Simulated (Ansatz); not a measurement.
The calculation's input:

```
crystal:
  lattice:
    - [3.7699996674, -4.2781492047, 0.0]
    - [3.7699996674, 4.2781492047, 0.0]
    - [0.0, 0.0, 3.6894946871]
  atoms:
    - { symbol: La, position: [0.7665145813, 0.2334854187, 0.5] }
    - { symbol: La, position: [0.2334854187, 0.7665145813, 0.5] }
    - { symbol: Hf, position: [0.283838896, 0.283838896, 0.0] }
    - { symbol: Hf, position: [0.716161104, 0.716161104, 0.0] }
    - { symbol: O, position: [0.5, 0.0, 0.0] }
    - { symbol: O, position: [0.0, 0.5, 0.0] }
basis:
  ecutwfc: 500
kpoints:
  mp_grid: { grid: [6, 6, 8] }
  band_path:
    path:
      - [[0.0, 0.0, 0.0], [-0.5, 0.5, 0.0], [-0.4441381, 0.5558619, 0.0]]
      - [[0.4441381, 0.4441381, 0.0], [0.0, 0.0, 0.0], [0.0, 0.0, 0.5], [0.4441381, 0.4441381, 0.5]]
      - [[-0.4441381, 0.5558619, 0.5], [-0.5, 0.5, 0.5], [-0.5, 0.5, 0.0]]
      - [[0.0, 0.0, 0.0], [0.0, 0.5, 0.0], [0.0, 0.5, 0.5], [0.0, 0.0, 0.5], [-0.5, 0.5, 0.5]]
    npoints: 14
hamiltonian:
  xc: r2scan
scf:
  occupations: { method: gaussian, width: 0.1 }
  n_extra_bands: 15
output:
  forces: true
  stress: true
  eigenvalues: true
  populations: true
  dos: { projected: true, de: 0.02, nscf_kmesh: { grid: [8, 8, 10] } }
  bader: true
  write_density: true
  write_potential: true
  elf: true
  volumetric_format: npy
```

Run with:

```sh
ansatz run input.yaml --threads 1 --pin off --max-ram 2560MiB --backend cpu --events-out ev --progress --plain --runs-dir out
```

Below, planes, directions and counts refer to the conventional cell (a = 7.54 Å, b = 8.56 Å, c = 3.69 Å, α = 90.00°, β = 90.00°, γ = 90.00°).

Space group Cmmm; a generated structure, not necessarily the stable one.

Method: DFT r2SCAN, scalar-relativistic, plane waves, PAW in Ansatz 0.2.0.

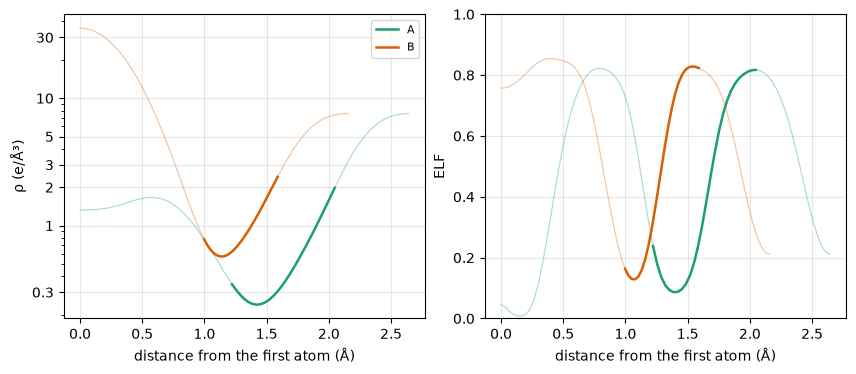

LaHfO. Valence charge density (pseudo) and electron localisation function along straight lines between neighbouring atoms. Thin, pale parts lie inside the atomic spheres.

The density is the valence pseudo-density of a PAW calculation; it isn't the true density close to the nuclei.

### Which curve belongs to which contact (Hf–O and La–O)? The first atom named is at distance zero.

Curve A: La–O (2.64 Å): ρ is about 0.27 e/Å³ halfway; the ELF is about 0.10 at the midpoint (no localised pair shows between them). Curve B: Hf–O (2.15 Å): ρ is about 0.61 e/Å³ halfway; the ELF peaks at about 0.85 in the valence shell of O, 0.6 Å from its nucleus, and drops to about 0.15 between the two atoms; no shared electron pair shows on this line.
